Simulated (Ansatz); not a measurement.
# BH4O2: nudged elastic band

- system: BH4O2, multiplicity 2
- method: UKS revPBE/6-31G* (Ansatz 0.2.0)

It belongs to a series of runs on one base structure; here: band between the two ends. Figures and captions count atoms from 1; the log counts them from 0 in places.

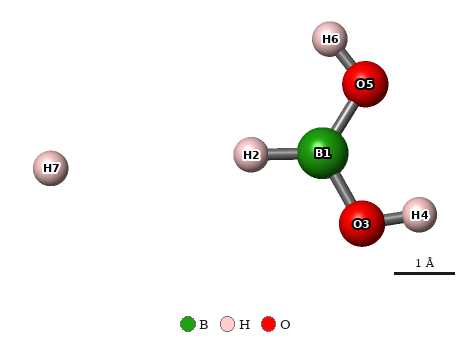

*The structure as given in the input (ball-and-stick view, seen on its broad side; atoms are numbered from 1 in the order of the input).*

Results in brief:

- outcome: converged
- barrier, forward: 0.393 eV
- barrier, backward: 0.347 eV
- hardware: 1 thread of Arm Neoverse V1, 24 GiB of memory available, shared host
- wall time: 6.4 min
- peak memory: 0.12 GiB

Remarks:

The order of the saddle point was not checked.

Input file:
```yaml
crystal:
  periodic: [false, false, false]
  atoms:
    - { symbol: B, position_ang: [0.10432, -0.292735, -0.210948] }
    - { symbol: H, position_ang: [-0.02631, -0.076641, 0.970972] }
    - { symbol: O, position_ang: [1.381008, -0.315855, -0.717045] }
    - { symbol: H, position_ang: [1.355954, -0.505185, -1.678374] }
    - { symbol: O, position_ang: [-0.968391, -0.515015, -1.05688] }
    - { symbol: H, position_ang: [-1.808735, -0.468833, -0.564025] }
    - { symbol: H, position_ang: [-0.247745, 0.375664, 4.3299] }
magnetization:
  spin_polarized: true
  initial_magnetization: 1
basis:
  gaussian: { orbitals: "6-31G*" }
hamiltonian:
  xc: revpbe
neb:
  order_check: false
  images: 9
  f_tol: 0.05
  max_iterations: 60
  final_atoms:
    - { symbol: B, position_ang: [-0.01220559, -0.37511008, -0.55731035] }
    - { symbol: H, position_ang: [-0.0007722, 0.09106002, 2.30091638] }
    - { symbol: O, position_ang: [1.1220395, -0.43502922, -1.32585692] }
    - { symbol: H, position_ang: [1.91362896, -0.31139096, -0.77030969] }
    - { symbol: O, position_ang: [-1.24309919, -0.52504711, -1.1431237] }
    - { symbol: H, position_ang: [-1.94675796, -0.45818634, -0.47150984] }
    - { symbol: H, position_ang: [-0.04273253, 0.21510369, 3.04079412] }
  initial_path:
    images:
      - { positions_ang: [[0.10432, -0.292735, -0.210948], [-0.02631, -0.076641, 0.970972], [1.381008, -0.315855, -0.717045], [1.355954, -0.505185, -1.678374], [-0.968391, -0.515015, -1.05688], [-1.808735, -0.468833, -0.564025], [-0.247745, 0.375664, 4.3299]] }
      - { positions_ang: [[0.08322648, -0.23410753, -0.16866738], [-0.02150496, -0.06171648, 1.06486813], [1.34890518, -0.25116115, -0.71434984], [1.38978557, -0.59265455, -1.51466444], [-1.01904792, -0.41289986, -0.98660762], [-1.79245877, -0.54586519, -0.55098905], [-0.19880458, 0.29980476, 3.9440102]] }
      - { positions_ang: [[0.06213296, -0.17548007, -0.12638675], [-0.01669992, -0.04679196, 1.15876425], [1.31680235, -0.1864673, -0.71165469], [1.42361715, -0.6801241, -1.35095487], [-1.06970484, -0.31078472, -0.91633524], [-1.77618253, -0.62289738, -0.53795309], [-0.14986417, 0.22394552, 3.55812039]] }
      - { positions_ang: [[0.04103944, -0.1168526, -0.08410613], [-0.01189488, -0.03186743, 1.25266038], [1.28469953, -0.12177345, -0.70895953], [1.45744872, -0.76759365, -1.18724531], [-1.12036176, -0.20866958, -0.84606286], [-1.7599063, -0.69992956, -0.52491714], [-0.10092375, 0.14808628, 3.17223059]] }
      - { positions_ang: [[0.01994592, -0.05822514, -0.0418255], [-0.00708983, -0.01694291, 1.34655651], [1.25259671, -0.0570796, -0.70626438], [1.49128029, -0.8550632, -1.02353574], [-1.17101868, -0.10655445, -0.77579048], [-1.74363007, -0.77696175, -0.51188119], [-0.05198334, 0.07222704, 2.78634079]] }
      - { positions_ang: [[-0.0011476, 0.00040233, 0.00045512], [-0.00228479, -0.00201839, 1.44045264], [1.22049388, 0.00761425, -0.70356922], [1.52511186, -0.94253274, -0.85982618], [-1.22167559, -0.00443931, -0.7055181], [-1.72735384, -0.85399394, -0.49884524], [-0.00304292, -0.0036322, 2.40045098]] }
      - { positions_ang: [[-0.0033592, -0.07470015, -0.11109797], [-0.00198228, 0.01659729, 1.61254539], [1.20080301, -0.08091444, -0.82802676], [1.60281528, -0.81630439, -0.84192288], [-1.22596031, -0.10856087, -0.79303922], [-1.77123466, -0.77483242, -0.49337816], [-0.01098084, 0.04011498, 2.52851961]] }
      - { positions_ang: [[-0.0055708, -0.14980263, -0.22265107], [-0.00167976, 0.03521297, 1.78463814], [1.18111213, -0.16944314, -0.9524843], [1.6805187, -0.69007603, -0.82401958], [-1.23024503, -0.21268243, -0.88056034], [-1.81511548, -0.6956709, -0.48791108], [-0.01891876, 0.08386216, 2.65658824]] }
      - { positions_ang: [[-0.0077824, -0.22490512, -0.33420416], [-0.00137724, 0.05382866, 1.95673088], [1.16142125, -0.25797183, -1.07694184], [1.75822212, -0.56384768, -0.80611628], [-1.23452975, -0.31680399, -0.96808146], [-1.85899631, -0.61650938, -0.482444], [-0.02685669, 0.12760933, 2.78465686]] }
      - { positions_ang: [[-0.00999399, -0.3000076, -0.44575726], [-0.00107472, 0.07244434, 2.12882363], [1.14173038, -0.34650052, -1.20139938], [1.83592554, -0.43761932, -0.78821298], [-1.23881447, -0.42092555, -1.05560258], [-1.90287713, -0.53734786, -0.47697692], [-0.03479461, 0.17135651, 2.91272549]] }
      - { positions_ang: [[-0.01220559, -0.37511008, -0.55731035], [-0.0007722, 0.09106002, 2.30091638], [1.1220395, -0.43502922, -1.32585692], [1.91362896, -0.31139096, -0.77030969], [-1.24309919, -0.52504711, -1.1431237], [-1.94675796, -0.45818634, -0.47150984], [-0.04273253, 0.21510369, 3.04079412]] }
```

Launched with:
```bash
ansatz run input.yaml --threads 1 --pin off --max-ram 2048MiB --backend cpu --events-out ev --progress --plain --runs-dir out
```

Log:
```
Engine: ansatz 0.2.0, aarch64-unknown-linux-gnu
Functional definition: revPBE
  parameter kappa = 1.245
  parameter beta = 0.06672455060314922
  exchange = pbe_x(kappa = kappa, mu = beta*pi^2/3)
  correlation = pbe_c(beta = beta)
599 factors; their error is unknown
mean field evaluation 1: about -4826.9626 eV, gradient 4.4e1 eV
mean field evaluation 2: about -4810.1880 eV, gradient 8.0e1 eV
mean field evaluation 4: about -4833.5660 eV, gradient 2.9e0 eV
mean field evaluation 8: about -4833.6003 eV, gradient 2.3e-1 eV
mean field evaluation 16: about -4833.5691 eV, gradient 3.7e-5 eV
mean field -4833.56914176 eV, -177.6303896489 hartree, gradient 3.7e-5 eV, S^2 0.750001; 0 other end points of the search recorded, 0 dependent functions left out
the calculation of the forces begins
reference -4833.56918249 eV, -177.6303911455 hartree; 13, 12 occupied and 40, 41 virtual orbitals, 599 factors
599 factors; their error is unknown
mean field evaluation 32: about -4833.5231 eV, gradient 2.1e-5 eV
mean field -4833.52311097 eV, -177.6286980486 hartree, gradient 2.1e-5 eV, S^2 0.752361; 0 other end points of the search recorded, 0 dependent functions left out
[... from here on the field's lines of each further geometry are left out, up to the last ...]
NEB iter   1: max|band force component| = 2.712e1 eV/Å  barrier→ = 3.8565 eV  barrier← = 3.8105 eV  Δτ_max = 0.1961 Å  (304 SCF iters)
NEB iter   2: max|band force component| = 1.370e0 eV/Å  barrier→ = 1.0579 eV  barrier← = 1.0119 eV  Δτ_max = 0.1931 Å  (298 SCF iters)
NEB iter   3: max|band force component| = 1.326e0 eV/Å  barrier→ = 0.7476 eV  barrier← = 0.7016 eV  Δτ_max = 0.1966 Å  (290 SCF iters)
NEB iter   4: max|band force component| = 1.002e0 eV/Å  barrier→ = 0.5680 eV  barrier← = 0.5220 eV  Δτ_max = 0.2000 Å  (284 SCF iters)
NEB iter   5: max|band force component| = 8.922e-1 eV/Å  barrier→ = 0.5405 eV  barrier← = 0.4945 eV  Δτ_max = 0.0987 Å  (268 SCF iters)
NEB iter   6: max|band force component| = 9.323e-1 eV/Å  barrier→ = 0.4065 eV  barrier← = 0.3605 eV  Δτ_max = 0.0509 Å  (267 SCF iters)
NEB iter   7: max|band force component| = 8.844e-1 eV/Å  barrier→ = 0.3744 eV  barrier← = 0.3283 eV  Δτ_max = 0.0512 Å  (267 SCF iters)
NEB iter   8: max|band force component| = 4.341e-1 eV/Å  barrier→ = 0.3638 eV  barrier← = 0.3178 eV  CI = image 7  Δτ_max = 0.1007 Å  (260 SCF iters)
NEB iter   9: max|band force component| = 3.968e-1 eV/Å  barrier→ = 0.4081 eV  barrier← = 0.3621 eV  CI = image 7  Δτ_max = 0.0999 Å  (258 SCF iters)
NEB iter  10: max|band force component| = 4.841e-1 eV/Å  barrier→ = 0.4102 eV  barrier← = 0.3642 eV  CI = image 7  Δτ_max = 0.0504 Å  (261 SCF iters)
NEB iter  11: max|band force component| = 5.320e-1 eV/Å  barrier→ = 0.4078 eV  barrier← = 0.3618 eV  CI = image 7  Δτ_max = 0.0250 Å  (257 SCF iters)
NEB iter  12: max|band force component| = 1.741e-1 eV/Å  barrier→ = 0.4062 eV  barrier← = 0.3602 eV  CI = image 7  Δτ_max = 0.0499 Å  (258 SCF iters)
NEB iter  13: max|band force component| = 2.091e-1 eV/Å  barrier→ = 0.4045 eV  barrier← = 0.3585 eV  CI = image 7  Δτ_max = 0.0503 Å  (255 SCF iters)
NEB iter  14: max|band force component| = 3.569e-1 eV/Å  barrier→ = 0.4023 eV  barrier← = 0.3563 eV  CI = image 7  Δτ_max = 0.0250 Å  (263 SCF iters)
NEB iter  15: max|band force component| = 1.917e-1 eV/Å  barrier→ = 0.4013 eV  barrier← = 0.3553 eV  CI = image 7  Δτ_max = 0.0507 Å  (251 SCF iters)
NEB iter  16: max|band force component| = 1.577e-1 eV/Å  barrier→ = 0.3991 eV  barrier← = 0.3531 eV  CI = image 7  Δτ_max = 0.1030 Å  (263 SCF iters)
NEB iter  17: max|band force component| = 1.338e0 eV/Å  barrier→ = 0.3966 eV  barrier← = 0.3506 eV  CI = image 7  Δτ_max = 0.0503 Å  (273 SCF iters)
NEB iter  18: max|band force component| = 5.734e-1 eV/Å  barrier→ = 0.3944 eV  barrier← = 0.3484 eV  CI = image 7  Δτ_max = 0.1019 Å  (264 SCF iters)
NEB iter  19: max|band force component| = 7.374e-1 eV/Å  barrier→ = 0.3937 eV  barrier← = 0.3476 eV  CI = image 7  Δτ_max = 0.0500 Å  (266 SCF iters)
NEB iter  20: max|band force component| = 2.610e-1 eV/Å  barrier→ = 0.3938 eV  barrier← = 0.3478 eV  CI = image 7  Δτ_max = 0.0892 Å  (261 SCF iters)
NEB iter  21: max|band force component| = 9.392e-2 eV/Å  barrier→ = 0.3933 eV  barrier← = 0.3472 eV  CI = image 7  Δτ_max = 0.0603 Å  (260 SCF iters)
NEB iter  22: max|band force component| = 2.376e-1 eV/Å  barrier→ = 0.3932 eV  barrier← = 0.3472 eV  CI = image 7  Δτ_max = 0.0255 Å  (250 SCF iters)
NEB iter  23: max|band force component| = 6.803e-2 eV/Å  barrier→ = 0.3932 eV  barrier← = 0.3472 eV  CI = image 7  Δτ_max = 0.0299 Å  (240 SCF iters)
NEB iter  24: max|band force component| = 8.862e-2 eV/Å  barrier→ = 0.3932 eV  barrier← = 0.3472 eV  CI = image 7  Δτ_max = 0.0121 Å  (245 SCF iters)
the calculation of the forces begins
reference -4833.51568632 eV, -177.6284251975 hartree; 13, 12 occupied and 40, 41 virtual orbitals, 599 factors
599 factors; their error is unknown
mean field evaluation 1824: about -4832.8161 eV, gradient 8.5e0 eV
mean field -4833.17595841 eV, -177.6159404274 hartree, gradient 5.8e-6 eV, S^2 0.752516; 1 other end points of the search recorded, 0 dependent functions left out
the calculation of the forces begins
reference -4833.17598885 eV, -177.6159415459 hartree; 13, 12 occupied and 40, 41 virtual orbitals, 599 factors
NEB iter  25: max|band force component| = 2.372e-2 eV/Å  barrier→ = 0.3932 eV  barrier← = 0.3472 eV  CI = image 7  Δτ_max = 0.0000 Å  (462 SCF iters)
```

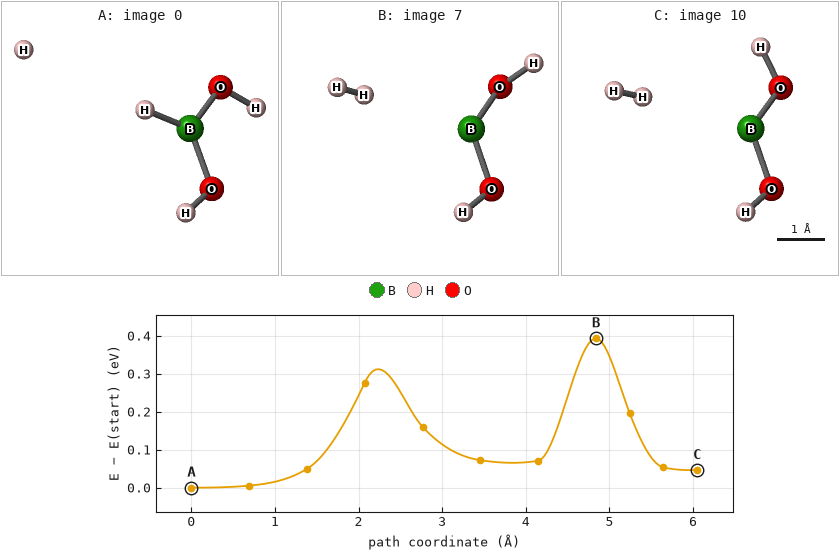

*Images of the last band (counted from 0; ball-and-stick, seen at a tilt) above the energy along the path; the line is a cubic interpolation that uses the forces.*

The highest image is number 7, 0.393 eV above the start and 0.347 eV above the end (the climbing image); the end lies 0.046 eV above the start. The path is 6.05 Å long. The band converged in 25 iterations.

```
Total energy: -4833.17598885 eV, -177.6159415459 hartree
Atom 0 at     0.058140    -0.178231    -0.493167 Å, force     0.000418     0.000241     0.000368 eV/Å
Atom 1 at    -0.129855     0.119926     2.426946 Å, force    -0.000022     0.000014     0.000623 eV/Å
Atom 2 at     1.250383    -0.029037    -1.164793 Å, force    -0.000076    -0.000363     0.000284 eV/Å
Atom 3 at     1.775368    -0.847127    -1.249407 Å, force     0.000290     0.000238    -0.000203 eV/Å
Atom 4 at    -1.110015    -0.515881    -1.130221 Å, force    -0.000685    -0.000369    -0.001394 eV/Å
Atom 5 at    -1.847608    -0.515993    -0.488819 Å, force     0.000133     0.000235     0.000867 eV/Å
Atom 6 at    -0.206312     0.167743     3.173062 Å, force    -0.000058     0.000004    -0.000546 eV/Å
Dipole moment:    -0.093197    -0.315886     0.050436 e Å
this run last wrote the band of iteration 25 to [file]
```

The last band as extended XYZ (Å, eV, eV/Å):
```
7
Properties=species:S:1:pos:R:3:forces:R:3 image=0 energy=-4833.56914
B     0.1043   -0.2927   -0.2109    0.0020  -0.0010   0.0099
H    -0.0263   -0.0766    0.9710    0.0027   0.0027  -0.0113
O     1.3810   -0.3159   -0.7170   -0.0099  -0.0079   0.0015
H     1.3560   -0.5052   -1.6784   -0.0001   0.0068   0.0007
O    -0.9684   -0.5150   -1.0569    0.0038   0.0003  -0.0023
H    -1.8087   -0.4688   -0.5640    0.0016  -0.0010   0.0014
H    -0.2477    0.3757    4.3299   -0.0001   0.0001   0.0002
7
Properties=species:S:1:pos:R:3:forces:R:3 image=1 energy=-4833.56374
B     0.1040   -0.3537   -0.1090    0.0003   0.0006  -0.0026
H    -0.0187   -0.3074    1.0915    0.0008  -0.0029  -0.0022
O     1.3787   -0.3329   -0.6196   -0.0006  -0.0013  -0.0038
H     1.3477   -0.3746   -1.5982    0.0004   0.0001  -0.0039
O    -0.9759   -0.4247   -0.9717    0.0005  -0.0007  -0.0042
H    -1.8128   -0.4311   -0.4709    0.0000  -0.0005  -0.0033
H    -0.2329    0.4256    3.7515   -0.0014   0.0047   0.0199
7
Properties=species:S:1:pos:R:3:forces:R:3 image=2 energy=-4833.51975
B     0.0971   -0.3142   -0.0106    0.0047  -0.0016  -0.0209
H    -0.0302   -0.1993    1.1871    0.0019  -0.0154  -0.0426
O     1.3748   -0.3101   -0.5121    0.0040   0.0003  -0.0169
H     1.3559   -0.4031   -1.4873   -0.0062  -0.0053  -0.0108
O    -0.9807   -0.4421   -0.8681   -0.0038  -0.0021  -0.0170
H    -1.8182   -0.4262   -0.3679    0.0106  -0.0016  -0.0113
H    -0.2088    0.2963    3.1324   -0.0112   0.0257   0.1194
7
Properties=species:S:1:pos:R:3:forces:R:3 image=3 energy=-4833.29257
B     0.0906   -0.3092    0.0729   -0.0185   0.1316   0.1617
H    -0.0514   -0.0904    1.4035    0.0559  -0.1536  -0.6405
O     1.3683   -0.3177   -0.4192    0.0090   0.0612   0.1015
H     1.3729   -0.3873   -1.3998   -0.0584  -0.0547   0.0944
O    -0.9817   -0.4468   -0.7864    0.0279  -0.0251   0.0877
H    -1.8372   -0.4301   -0.3189    0.0002   0.0246   0.0624
H    -0.1716    0.1829    2.5215   -0.0160   0.0161   0.1329
7
Properties=species:S:1:pos:R:3:forces:R:3 image=4 energy=-4833.40874
B     0.0999   -0.4408   -0.1114    0.0239  -0.0476  -0.0559
H    -0.1087    0.0400    1.9482   -0.0213   0.0413   0.1960
O     1.3861   -0.3871   -0.5523   -0.0181  -0.0242  -0.0552
H     1.4264   -0.3679   -1.5364    0.0272   0.0137  -0.0560
O    -0.9993   -0.4493   -0.9386   -0.0090   0.0068  -0.0683
H    -1.8209   -0.4735   -0.4122    0.0006  -0.0126  -0.0284
H    -0.1934    0.2800    2.6762   -0.0033   0.0226   0.0678
7
Properties=species:S:1:pos:R:3:forces:R:3 image=5 energy=-4833.49671
B     0.1212   -0.4403   -0.2661    0.0031   0.0004  -0.0131
H    -0.1365    0.1273    2.3575   -0.0024   0.0059   0.0265
O     1.4011   -0.4204   -0.7300   -0.0012  -0.0013  -0.0132
H     1.4275   -0.4347   -1.7153    0.0006  -0.0045  -0.0118
O    -0.9840   -0.4820   -1.0871    0.0017  -0.0027  -0.0052
H    -1.8049   -0.4846   -0.5594    0.0017  -0.0017  -0.0122
H    -0.2343    0.3362    3.0741   -0.0034   0.0038   0.0289
7
Properties=species:S:1:pos:R:3:forces:R:3 image=6 energy=-4833.49822
B     0.0798   -0.0682   -0.4411    0.0020   0.0113   0.0060
H    -0.1324    0.1939    2.4876   -0.0013   0.0078   0.0059
O     1.3758   -0.1828   -0.8437    0.0125  -0.0135   0.0313
H     1.4670   -0.7710   -1.6289   -0.0291   0.0094  -0.0370
O    -0.9767   -0.6615   -1.0973    0.0138  -0.0170   0.0020
H    -1.8163   -0.4742   -0.6366    0.0037   0.0017  -0.0136
H    -0.2071    0.1653    3.2336   -0.0016   0.0005   0.0053
7
Properties=species:S:1:pos:R:3:forces:R:3 image=7 energy=-4833.17596
B     0.0581   -0.1782   -0.4932    0.0004   0.0002   0.0004
H    -0.1299    0.1199    2.4269    0.0000   0.0000   0.0006
O     1.2504   -0.0290   -1.1648   -0.0001  -0.0004   0.0003
H     1.7754   -0.8471   -1.2494    0.0003   0.0002  -0.0002
O    -1.1100   -0.5159   -1.1302   -0.0007  -0.0004  -0.0014
H    -1.8476   -0.5160   -0.4888    0.0001   0.0002   0.0009
H    -0.2063    0.1677    3.1731   -0.0001   0.0000  -0.0005
7
Properties=species:S:1:pos:R:3:forces:R:3 image=8 energy=-4833.37281
B     0.0720   -0.3787   -0.5413    0.0296  -0.3082  -0.0736
H    -0.1187    0.1299    2.4242    0.0106  -0.0274   0.0026
O     1.1675   -0.1164   -1.3295   -0.1177  -0.1427  -0.2475
H     1.9073   -0.7035   -1.0940    0.2058   0.2156   0.2483
O    -1.1726   -0.4098   -1.1138   -0.0982   0.2197   0.0093
H    -1.8635   -0.5324   -0.4374   -0.0256   0.0285   0.0651
H    -0.2019    0.2124    3.1655   -0.0044   0.0145  -0.0043
7
Properties=species:S:1:pos:R:3:forces:R:3 image=9 energy=-4833.51566
B     0.0531   -0.4559   -0.5897   -0.0026  -0.0135  -0.0088
H    -0.0795    0.0879    2.4071    0.0054  -0.0106  -0.0024
O     1.1275   -0.3318   -1.4339   -0.0046  -0.0412  -0.0193
H     1.9627   -0.4542   -0.9474    0.0104   0.0425   0.0297
O    -1.2174   -0.3949   -1.1042   -0.0082   0.0083  -0.0007
H    -1.8763   -0.4924   -0.3926   -0.0018   0.0128   0.0069
H    -0.1800    0.2427    3.1344    0.0013   0.0017  -0.0055
7
Properties=species:S:1:pos:R:3:forces:R:3 image=10 energy=-4833.52311
B    -0.0122   -0.3751   -0.5573   -0.0004   0.0049   0.0252
H    -0.0008    0.0911    2.3009   -0.0022  -0.0013  -0.0119
O     1.1220   -0.4350   -1.3259    0.0065  -0.0011  -0.0060
H     1.9136   -0.3114   -0.7703   -0.0060  -0.0013  -0.0065
O    -1.2431   -0.5250   -1.1431   -0.0086  -0.0023  -0.0086
H    -1.9468   -0.4582   -0.4715    0.0069  -0.0011  -0.0097
H    -0.0427    0.2151    3.0408    0.0038   0.0023   0.0175
```
